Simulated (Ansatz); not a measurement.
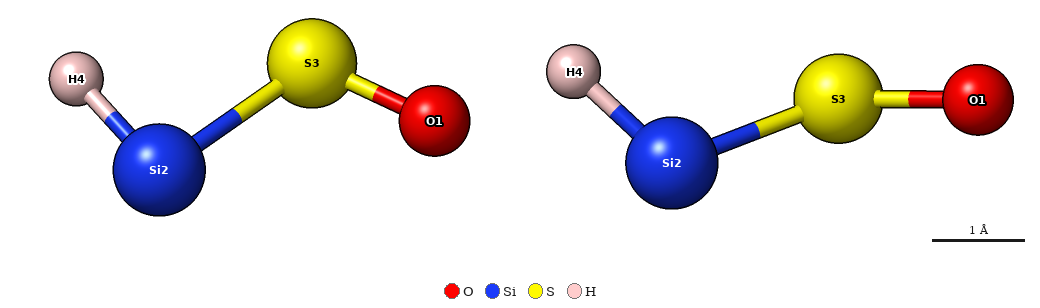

Two geometries of SiHSO (multiplicity 2), drawn at one scale. One is the start of a relaxation, the other its converged end. Style: ball-and-stick. Shown at a tilt.

Level of theory: UKS PBE-D4/def2-SVP (Ansatz 0.2.0). Set-up: force threshold 0.03 eV/Å; at most 250 steps.

Which one is relaxed?

Answer. The left one is the relaxed one. It is one of the separated reactants of a reaction. Over 9 accepted moves (10 points after the start) the energy falls by 0.964 eV. Largest force component: 3.1 eV/Å at the start, 0.0021 eV/Å at the end. The line search rejected the trial step at point 3 of the run. The largest move after the best rigid fit is that of S3, 0.41 Å. By element the largest moves are S 0.41 Å, O 0.38 Å, H 0.36 Å, Si 0.31 Å. Near-neighbour distances that change, for instance: O1–S3 1.710 → 1.560 Å, Si2–S3 2.073 → 2.211 Å, Si2–H4 1.482 → 1.553 Å. Among the angles between lasting bonds that change: S3–Si2–H4 110.3° → 84.4°, O1–S3–Si2 128.1° → 107.6°. Groups turn about Si2–S3 by about 45°. Cost: 7 s on 2 threads of AMD EPYC 9R45 96-Core, with other jobs on the host.
